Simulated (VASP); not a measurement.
# From one sheet to two: 1T-SnSe2 monolayer, part 3 of 5

What are the lattice, gap and band positions of 1T-SnSe2 monolayer, and what does a second sheet change?

VASP 6.6.1, plane waves and PAW; the level of theory is named at each step.

So far, least gap on mesh and path (eV): step 4 (potential and states of the slab) 0.759.

## 7. With spin-orbit coupling

This step: PBE with D3(BJ), spin-orbit coupling; plane waves and PAW (Sn, Se) (VASP 6.6.1).

For heavy elements spin-orbit coupling shifts the highest filled levels.

File INCAR:

```
SYSTEM = SnSe2
PREC = Normal
ENCUT = 350
EDIFF = 1E-06
NELM = 120
ISMEAR = 0
SIGMA = 0.03
LREAL = .FALSE.
ALGO = Fast
GGA = PE
IVDW = 12
LNONCOLLINEAR = .TRUE.
MAGMOM = 0 0 0 0 0 0 0 0 0
NBANDS = 28
GGA_COMPAT = .FALSE.
LASPH = .TRUE.
LSORBIT = .TRUE.
LWAVE = .FALSE.
LCHARG = .FALSE.
KPAR = 4
IDIPOL = 3
LDIPOL = .TRUE.
DIPOL = 0.5 0.5 0.5
```

File POSCAR:

```
SnSe2
1.0
    3.8213108744      0.0000000000      0.0000000000
   -1.9106554372      3.3093522930      0.0000000000
    0.0000000000      0.0000000000     22.0000000000
Sn Se
1 2
Direct
    0.0000000000      0.0000000000      0.5000000000
    0.3333333333      0.6666666667      0.4271694800
    0.6666666667      0.3333333333      0.5728305200
```

File KPOINTS:

```
Automatic mesh
0
Gamma
9 9 1
0 0 0
```

File KPOINTS_OPT:

```
Line mode
14
Line-mode
Reciprocal
  0.00000000   0.00000000   0.00000000 GAMMA
  0.50000000   0.00000000   0.00000000 M

  0.50000000   0.00000000   0.00000000 M
  0.33333333   0.33333333   0.00000000 K

  0.33333333   0.33333333   0.00000000 K
  0.00000000   0.00000000   0.00000000 GAMMA
```

Potentials, in the order of the species: Sn and Se (PBE family, release 64).

The run is started by

```bash
$ mpirun -np 4 vasp_ncl
```

The log of the run:

```text
[... set-up lines as in an earlier step ...]
 entering main loop
       N       E                     dE             d eps       ncg     rms          rms(c)
DAV:   1     0.101899398120E+03    0.10190E+03   -0.38112E+03   672   0.580E+02
DAV:   2     0.239458790314E+01   -0.99505E+02   -0.94563E+02  1068   0.132E+02
DAV:   3    -0.118506211000E+02   -0.14245E+02   -0.14056E+02   800   0.565E+01
DAV:   4    -0.122567133853E+02   -0.40609E+00   -0.40413E+00   900   0.118E+01
DAV:   5    -0.122639857959E+02   -0.72724E-02   -0.72696E-02   856   0.154E+00    0.492E+00
RMM:   6    -0.120025117526E+02    0.26147E+00   -0.27818E-01   738   0.232E+00    0.302E+00
RMM:   7    -0.119617550935E+02    0.40757E-01   -0.19792E-01   750   0.208E+00    0.101E+00
RMM:   8    -0.119571619466E+02    0.45931E-02   -0.11976E-02   835   0.696E-01    0.414E-01
RMM:   9    -0.119548431469E+02    0.23188E-02   -0.67481E-03   822   0.414E-01    0.941E-02
RMM:  10    -0.119547493470E+02    0.93800E-04   -0.64509E-04   849   0.170E-01    0.357E-02
RMM:  11    -0.119547678328E+02   -0.18486E-04   -0.23634E-04   864   0.100E-01    0.181E-02
RMM:  12    -0.119547916113E+02   -0.23779E-04   -0.87254E-05   865   0.491E-02    0.118E-02
RMM:  13    -0.119548146591E+02   -0.23048E-04   -0.26328E-05   894   0.265E-02    0.583E-03
RMM:  14    -0.119548579486E+02   -0.43290E-04   -0.10711E-05   826   0.155E-02    0.502E-03
RMM:  15    -0.119549553715E+02   -0.97423E-04   -0.14360E-05   867   0.128E-02    0.355E-03
RMM:  16    -0.119549825574E+02   -0.27186E-04   -0.28137E-06   801   0.647E-03    0.248E-03
RMM:  17    -0.119550003211E+02   -0.17764E-04   -0.15253E-06   779   0.433E-03    0.905E-04
RMM:  18    -0.119550057489E+02   -0.54277E-05   -0.34918E-07   674   0.257E-03    0.890E-04
RMM:  19    -0.119550111820E+02   -0.54332E-05   -0.22866E-07   660   0.185E-03    0.633E-04
RMM:  20    -0.119550122804E+02   -0.10983E-05   -0.10379E-07   574   0.127E-03    0.293E-04
RMM:  21    -0.119550123826E+02   -0.10222E-06   -0.16490E-08   400   0.874E-04
   1 F= -.12713988E+02 E0= -.12713988E+02  d E =-.118970E-16  mag=     0.0000     0.0000     0.0000
 Start KPOINTS_OPT (optional k-point list driver)
k-point batch [1-12\42]
       N       E                     dE             ncg
DAV:   1    -0.305194671953E+03   -0.19895E+04      680
DAV:   2    -0.137509896946E+04   -0.10699E+04     1072
DAV:   3    -0.154937588368E+04   -0.17428E+03      824
DAV:   4    -0.155433356907E+04   -0.49577E+01      944
DAV:   5    -0.155443607989E+04   -0.10251E+00      844
DAV:   6    -0.155443884066E+04   -0.27608E-02      884
DAV:   7    -0.155443894233E+04   -0.10167E-03      908
DAV:   8    -0.155443894639E+04   -0.40615E-05      812
DAV:   9    -0.155443894657E+04   -0.17448E-06      684
[...]
k-point batch [37-42\42]
       N       E                     dE             ncg
DAV:   1     0.170243271149E+04   -0.40053E+03      344
DAV:   2     0.119810731285E+04   -0.50433E+03      484
DAV:   3     0.110924325003E+04   -0.88864E+02      464
DAV:   4     0.110678754290E+04   -0.24557E+01      476
DAV:   5     0.110672990846E+04   -0.57634E-01      420
DAV:   6     0.110672807939E+04   -0.18291E-02      424
DAV:   7     0.110672799812E+04   -0.81269E-04      440
DAV:   8     0.110672799382E+04   -0.43020E-05      420
DAV:   9     0.110672799359E+04   -0.23017E-06      360
```

Run time: 49 s. Hardware: 4 MPI ranks of Intel Xeon 6975P-C (Granite Rapids), shared host; peak memory 1.7 GiB; 3.2 min of CPU time.

OUTCAR, selected parts (step 7):

```text
   k-points           NKPTS =     12   k-points in BZ     NKDIM =     12   number of bands    NBANDS=     28

   NELECT =      16.0000    total number of electrons

 dipolmoment           0.000000      0.000000     -0.000000 electrons x Angstroem

 E-fermi :  -3.2013

 k-point     1 :       0.0000    0.0000    0.0000
  band No.  band energies     occupation
    ...
     12      -3.7188      1.00000
     13      -3.6473      1.00000
     14      -3.6473      1.00000
     15      -3.3669      1.00000
     16      -3.3669      1.00000
     17      -1.8167      0.00000
     18      -1.8167      0.00000
     19      -0.3416      0.00000
     20      -0.3416      0.00000
     21       1.0096      0.00000
    ...

 Edisp (eV)   -0.75898

  Total      -0.00126    -0.00126    -0.03549     0.00000    -0.00000     0.00000
  in kB      -0.00728    -0.00728    -0.20440     0.00000    -0.00000     0.00000
  external pressure =       -0.07 kB  Pullay stress =        0.00 kB

 POSITION                                       TOTAL-FORCE (eV/Angst)
 -----------------------------------------------------------------------------------
      0.00000      0.00000     11.00000        -0.000000      0.000000      0.000000
     -0.00000      2.20623      9.39773        -0.000000      0.000000      0.005739
      1.91066      1.10312     12.60227         0.000000      0.000000     -0.005739
 -----------------------------------------------------------------------------------
    total drift:                               -0.000000     -0.000000      0.000000

  FREE ENERGIE OF THE ION-ELECTRON SYSTEM (eV)
  ---------------------------------------------------
  free  energy   TOTEN  =       -12.7139877866 eV

  energy  without entropy=      -12.7139877866  energy(sigma->0) =      -12.71398779

 vacuum level on the upper side and lower side of the slab         2.401         2.401

 Spin-Orbit-Coupling matrix elements
 Ion:    1  E_soc:     -0.0535360
 Ion:    2  E_soc:     -0.0460245
 Ion:    3  E_soc:     -0.0460245

[... 7 parts as in an earlier step ...]

[... 8 further parts left out ...]
```

LASPH is switched on together with spin-orbit coupling, so the change from the scalar run holds both.

Numbers from this step:

- electronic cycles: 21
- free energy (TOTEN): -12.71 eV
- Fermi energy: -3.201 eV
- least gap on mesh and path: 0.7155 eV
- least direct gap on mesh and path: 1.104 eV
- dipole moment: 0, 0, 0 e·Å

On-site spin-orbit energy by atom:

```tsv
atom	on-site spin-orbit energy (eV)
Sn1	-0.0535
Se2	-0.0460
Se3	-0.0460
```

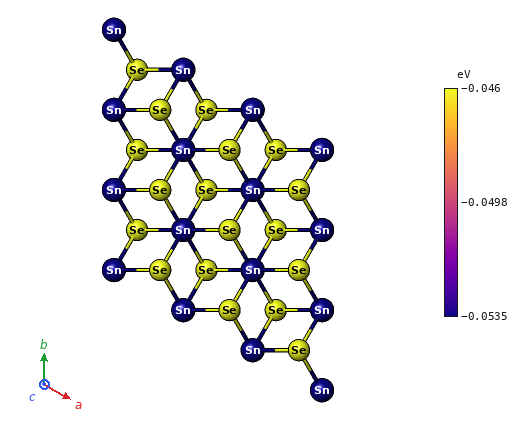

Atoms coloured by on-site spin-orbit energy. 3×3×1 cells are drawn. Some periodic images of atoms are drawn too.

The electronic bands at the labelled points (eV, zero at the valence-band top; v1 is the highest filled band, c1 the lowest empty one):

```tsv
point	v4	v3	v2	v1	c1	c2	c3	c4
Γ	-0.28	-0.28	0.00	0.00	1.55	1.55	3.03	3.03
M	-0.88	-0.88	-0.39	-0.39	0.72	0.72	3.99	3.99
K	-1.00	-1.00	-0.93	-0.93	1.72	1.72	5.04	5.04
Γ	-0.28	-0.28	0.00	0.00	1.55	1.55	3.03	3.03
```

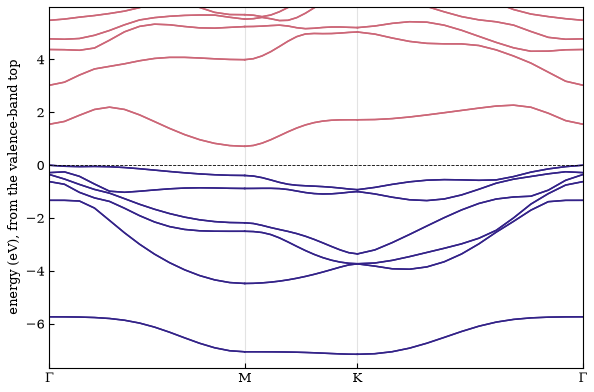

Electronic bands along the path; lines of filled and empty bands in two colours.

## 8. A rigid stacking

This step: PBE with D3(BJ); plane waves and PAW (Sn, Se) (VASP 6.6.1).

System of this step: bilayer of 1T-SnSe2 monolayer. The cell holds 6 atoms: 2 Sn and 4 Se. Cell: a = 3.821 Å, b = 3.821 Å, c = 26.509 Å, α = 90.0°, β = 90.0°, γ = 120.0°. upper sheet same orientation, shifted by (0.00, 0.00). Vacuum lies along c.

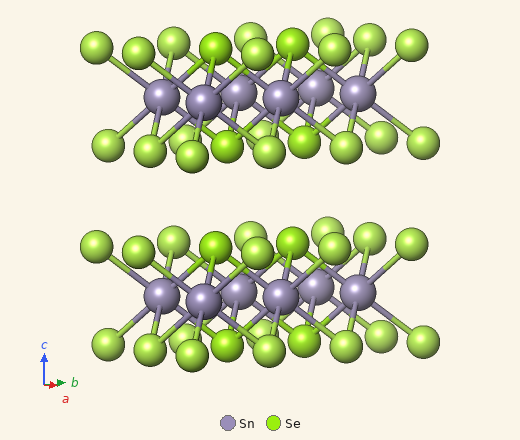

The cell of this step (tin purple, selenium green). 1×2×1 cells are drawn. Some periodic images of atoms are drawn too.

Two rigid sheets are set at a typed distance in several high-symmetry stackings, to find where to start. The upper sheet is shifted or turned in the plane and never flipped over.

File INCAR:

```
SYSTEM = SnSe2
PREC = Normal
ENCUT = 350
EDIFF = 1E-05
NELM = 120
ISMEAR = 0
SIGMA = 0.03
LREAL = .FALSE.
ALGO = Fast
GGA = PE
IVDW = 12
NBANDS = 22
LORBIT = 11
LWAVE = .FALSE.
LCHARG = .FALSE.
KPAR = 4
IDIPOL = 3
LDIPOL = .TRUE.
DIPOL = 0.5 0.5 0.5
```

File POSCAR:

```
SnSe2
1.0
    3.8213108744      0.0000000000      0.0000000000
   -1.9106554372      3.3093522930      0.0000000000
    0.0000000000      0.0000000000     26.5090857600
Sn Se
2 4
Direct
    0.0000000000      0.0000000000      0.3810871300
    0.0000000000      0.0000000000      0.6189128700
    0.3333333300      0.6666666700      0.3206447800
    0.6666666700      0.3333333300      0.4415294800
    0.3333333300      0.6666666700      0.5584705200
    0.6666666700      0.3333333300      0.6793552200
```

KPOINTS is that of step 7.

The run is started by

```bash
$ mpirun -np 4 vasp_std
```

The log of the run:

```text
[banner, memory and clock lines left out]
running    4 mpi-ranks, on    1 nodes
 distrk:  each k-point on    1 cores,    4 groups
 distr:  one band on    1 cores,    1 groups

 POSCAR found type information on POSCAR SnSe
 POSCAR found :  2 types and       6 ions
 LDA part: xc-table for (Slater+PW92), standard interpolation
 POSCAR, INCAR and KPOINTS ok, starting setup
 FFT: planning ... GRIDC
 FFT: planning ... GRID_SOFT
 FFT: planning ... GRID
 WAVECAR not read
 entering main loop
       N       E                     dE             d eps       ncg     rms          rms(c)
DAV:   1     0.196251889323E+03    0.19625E+03   -0.86936E+03   528   0.792E+02
DAV:   2    -0.445908429904E+00   -0.19670E+03   -0.19058E+03   814   0.171E+02
DAV:   3    -0.236586483350E+02   -0.23213E+02   -0.22794E+02   644   0.665E+01
DAV:   4    -0.243362502316E+02   -0.67760E+00   -0.67450E+00   700   0.130E+01
DAV:   5    -0.243541137517E+02   -0.17864E-01   -0.17850E-01   644   0.202E+00    0.696E+00
RMM:   6    -0.238326577420E+02    0.52146E+00   -0.72106E-01   543   0.310E+00    0.424E+00
RMM:   7    -0.237713780092E+02    0.61280E-01   -0.73574E-01   582   0.318E+00    0.913E-01
RMM:   8    -0.237450525415E+02    0.26325E-01   -0.88795E-02   596   0.139E+00    0.193E-01
RMM:   9    -0.237460087155E+02   -0.95617E-03   -0.10838E-02   665   0.531E-01    0.102E-01
RMM:  10    -0.237461463627E+02   -0.13765E-03   -0.23380E-03   680   0.219E-01    0.411E-02
RMM:  11    -0.237461970220E+02   -0.50659E-04   -0.51455E-04   661   0.111E-01    0.158E-02
RMM:  12    -0.237462373728E+02   -0.40351E-04   -0.11971E-04   646   0.516E-02    0.103E-02
RMM:  13    -0.237462778803E+02   -0.40508E-04   -0.30473E-05   491   0.264E-02    0.427E-03
RMM:  14    -0.237463261146E+02   -0.48234E-04   -0.90888E-06   421   0.132E-02    0.160E-03
RMM:  15    -0.237463551185E+02   -0.29004E-04   -0.82347E-06   432   0.984E-03    0.311E-03
RMM:  16    -0.237463655749E+02   -0.10456E-04   -0.27962E-06   355   0.659E-03    0.124E-03
RMM:  17    -0.237463685347E+02   -0.29598E-05   -0.90870E-07   279   0.455E-03
   1 F= -.25543201E+02 E0= -.25543201E+02  d E =-.707085E-18
```

Wall time 8 s (4 MPI ranks); peak memory 0.87 GiB; 29 s of CPU time.

Parts of OUTCAR (step 8):

```text
   k-points           NKPTS =     12   k-points in BZ     NKDIM =     12   number of bands    NBANDS=     22

   ENCUT  =  350.0 eV  25.72 Ry    5.07 a.u.   5.83  5.83 40.44*2*pi/ulx,y,z

   NELECT =      32.0000    total number of electrons

 E-fermi :  -1.5521

 k-point     1 :       0.0000    0.0000    0.0000
  band No.  band energies     occupation
    ...
     12      -2.2116      2.00000
     13      -1.8860      2.00000
     14      -1.8860      2.00000
     15      -1.8148      2.00000
     16      -1.8148      2.00000
     17      -0.4084      0.00000
     18       0.3381      0.00000
     19       1.3466      0.00000
     20       1.4181      0.00000
     21       2.7947      0.00000
    ...

 Edisp (eV)   -1.79683

  Total      -0.02834    -0.02834    -0.47838     0.00000    -0.00000     0.00000
  in kB      -0.13546    -0.13546    -2.28631     0.00000    -0.00000     0.00000
  external pressure =       -0.85 kB  Pullay stress =        0.00 kB

 POSITION                                       TOTAL-FORCE (eV/Angst)
 -----------------------------------------------------------------------------------
      0.00000      0.00000     10.10227        -0.000000      0.000000      0.017406
      0.00000      0.00000     16.40681        -0.000000      0.000000     -0.017406
     -0.00000      2.20623      8.50000         0.000000     -0.000000      0.022437
      1.91066      1.10312     11.70454        -0.000000      0.000000      0.040746
     -0.00000      2.20623     14.80454         0.000000     -0.000000     -0.040746
      1.91066      1.10312     18.00909        -0.000000      0.000000     -0.022437
 -----------------------------------------------------------------------------------
    total drift:                               -0.000000     -0.000000      0.000000

  FREE ENERGIE OF THE ION-ELECTRON SYSTEM (eV)
  ---------------------------------------------------
  free  energy   TOTEN  =       -25.5432008293 eV

  energy  without entropy=      -25.5432008293  energy(sigma->0) =      -25.54320083

 vacuum level on the upper side and lower side of the slab         3.951         3.951

[... 2 parts as in an earlier step ...]

[... 14 further parts left out ...]
```

Numbers from this step:

```
electronic cycles              : 17
electrons                      : 32
free energy (TOTEN)            : -25.54 eV
Fermi energy                   : -1.552 eV
gap on the k-mesh              : 0.7 eV
least direct gap on the k-mesh : 0.9994 eV
```

Energy at zero smearing: -25.54320 eV.

## 9. A rigid stacking

INCAR is that of step 8.

File POSCAR:

```
SnSe2
1.0
    3.8213108744      0.0000000000      0.0000000000
   -1.9106554372      3.3093522930      0.0000000000
    0.0000000000      0.0000000000     26.5090857600
Sn Se
2 4
Direct
    0.0000000000      0.0000000000      0.3810871300
    0.3333333300      0.6666666700      0.6189128700
    0.3333333300      0.6666666700      0.3206447800
    0.6666666700      0.3333333300      0.4415294800
    0.6666666700      0.3333333300      0.5584705200
    0.0000000000      1.0000000000      0.6793552200
```

KPOINTS is that of step 8.

The run is started by

```bash
$ mpirun -np 4 vasp_std
```

The log of the run:

```text
[... set-up lines as in an earlier step ...]
 entering main loop
       N       E                     dE             d eps       ncg     rms          rms(c)
DAV:   1     0.195847149920E+03    0.19585E+03   -0.86921E+03   528   0.792E+02
DAV:   2     0.149339427856E+00   -0.19570E+03   -0.18824E+03   800   0.172E+02
DAV:   3    -0.234124085996E+02   -0.23562E+02   -0.23042E+02   652   0.671E+01
DAV:   4    -0.241284628729E+02   -0.71605E+00   -0.71293E+00   704   0.134E+01
[...]
RMM:  15    -0.235448467468E+02   -0.33351E-04   -0.86101E-06   432   0.102E-02    0.378E-03
RMM:  16    -0.235448609189E+02   -0.14172E-04   -0.62671E-06   416   0.883E-03    0.246E-03
RMM:  17    -0.235448622902E+02   -0.13713E-05   -0.84814E-07   258   0.428E-03
   1 F= -.25334939E+02 E0= -.25334939E+02  d E =-.211257E-18
```

It took 8.6 s on 4 MPI ranks; peak memory 0.88 GiB.

From OUTCAR (step 9):

```text
 Edisp (eV)   -1.79008

  Total      -0.07319    -0.07319     2.27459     0.00000    -0.00000     0.00000
  in kB      -0.34979    -0.34979    10.87086     0.00000    -0.00000     0.00000
  external pressure =        3.39 kB  Pullay stress =        0.00 kB

 POSITION                                       TOTAL-FORCE (eV/Angst)
 -----------------------------------------------------------------------------------
      0.00000      0.00000     10.10227        -0.000000      0.000000     -0.144911
     -0.00000      2.20623     16.40681         0.000000     -0.000000      0.144911
     -0.00000      2.20623      8.50000         0.000000     -0.000000     -0.046324
      1.91066      1.10312     11.70454        -0.000000      0.000000     -0.306505
      1.91066      1.10312     14.80454         0.000000     -0.000000      0.306505
      0.00000      0.00000     18.00909        -0.000000      0.000000      0.046324
 -----------------------------------------------------------------------------------
    total drift:                               -0.000007      0.000004     -0.000003

  FREE ENERGIE OF THE ION-ELECTRON SYSTEM (eV)
  ---------------------------------------------------
  free  energy   TOTEN  =       -25.3349387425 eV

  energy  without entropy=      -25.3349387425  energy(sigma->0) =      -25.33493874

[... 2 parts as in an earlier step ...]

[... 1 further part left out ...]
[key lines of the parts left out:]
E-fermi :  -1.5230
```

Energy at zero smearing: -25.33494 eV.

## 10. A rigid stacking

INCAR is that of step 9.

File POSCAR:

```
SnSe2
1.0
    3.8213108744      0.0000000000      0.0000000000
   -1.9106554372      3.3093522930      0.0000000000
    0.0000000000      0.0000000000     26.5090857600
Sn Se
2 4
Direct
    0.0000000000      0.0000000000      0.3810871300
    0.6666666700      0.3333333300      0.6189128700
    0.3333333300      0.6666666700      0.3206447800
    0.6666666700      0.3333333300      0.4415294800
    1.0000000000      0.0000000000      0.5584705200
    0.3333333300      0.6666666700      0.6793552200
```

KPOINTS is that of step 9.

The run is started by

```bash
$ mpirun -np 4 vasp_std
```

The log of the run:

```text
[... set-up lines as in an earlier step ...]
 entering main loop
       N       E                     dE             d eps       ncg     rms          rms(c)
DAV:   1     0.194177682972E+03    0.19418E+03   -0.86976E+03   528   0.792E+02
DAV:   2    -0.635417930402E+00   -0.19481E+03   -0.18830E+03   802   0.173E+02
DAV:   3    -0.236269876453E+02   -0.22992E+02   -0.22602E+02   642   0.665E+01
DAV:   4    -0.243153747836E+02   -0.68839E+00   -0.68497E+00   698   0.132E+01
[...]
RMM:  14    -0.237185645859E+02   -0.48609E-04   -0.91474E-06   421   0.134E-02    0.165E-03
RMM:  15    -0.237185895070E+02   -0.24921E-04   -0.76826E-06   428   0.982E-03    0.280E-03
RMM:  16    -0.237185981067E+02   -0.85997E-05   -0.23269E-06   335   0.607E-03
   1 F= -.25514725E+02 E0= -.25514725E+02  d E =-.867678E-19
```

Elapsed: 9.8 s, on 4 MPI ranks; peak memory 0.86 GiB.

OUTCAR, selected parts (step 10):

```text
 Edisp (eV)   -1.79613

  Total      -0.03959    -0.03959    -0.32142     0.00000    -0.00000    -0.00000
  in kB      -0.18920    -0.18920    -1.53613     0.00000    -0.00000    -0.00000
  external pressure =       -0.64 kB  Pullay stress =        0.00 kB

 POSITION                                       TOTAL-FORCE (eV/Angst)
 -----------------------------------------------------------------------------------
      0.00000      0.00000     10.10227         0.000000      0.000000      0.012249
      1.91066      1.10312     16.40681        -0.000000      0.000000     -0.012249
     -0.00000      2.20623      8.50000         0.000000     -0.000000      0.030200
      1.91066      1.10312     11.70454        -0.000000      0.000000     -0.023300
      0.00000      0.00000     14.80454         0.000000     -0.000000      0.023300
     -0.00000      2.20623     18.00909        -0.000000      0.000000     -0.030200
 -----------------------------------------------------------------------------------
    total drift:                                0.000007     -0.000004      0.000003

  FREE ENERGIE OF THE ION-ELECTRON SYSTEM (eV)
  ---------------------------------------------------
  free  energy   TOTEN  =       -25.5147251858 eV

  energy  without entropy=      -25.5147251858  energy(sigma->0) =      -25.51472519

[... 2 parts as in an earlier step ...]

[... 1 further part left out ...]
[key lines of the parts left out:]
E-fermi :  -1.5426
```

Energy at zero smearing: -25.51473 eV.

[end of part 3 of 5]

[Lines on the potential files, build, host, timing and source positions are cut from VASP's logs without a mark.]

[Logs are printed without paths, hosts, clocks, repeated set-up lines and the standing remarks that a program may print on its own settings, such as how far it seeks lower states.]

[Hosts, paths, dates, database ids (printed as entryN), source tags and the programs' standing remarks are cut or masked in the printed files.]

[Runs that stopped without an error message from VASP are left out.]
